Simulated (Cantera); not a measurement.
Feed: 1 mol HMDSO, 1 mol CO2, equilibrated at 100 Torr.

These are equilibrium values from Cantera (NASA tables, ideal gas, pure condensed phases), not measurements of a reactor. Candidate condensed phases: C, C6H6, C7H8, C8H18, H2O, Si, SiC, SiO2; 123 gas species. The feed counts by its element totals alone. Mutual solubility and eutectic melting of coexisting phases are not modelled. The tables hold silica as quartz up to 1696 K and as liquid above; real silica turns to tridymite and cristobalite and melts near 1996 K. Equilibrium is a limit: real reactors are often held back by kinetics, nucleation or transport.

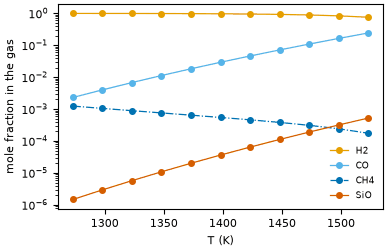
Figure. Equilibrium gas composition (values under 1e-9 drawn at 1e-9)

Question: Read off the mole fractions at 1398 K.

Answer: H2 about 0.97, CO about 0.029, CH4 about 0.00055, SiO about 3.6e-5.
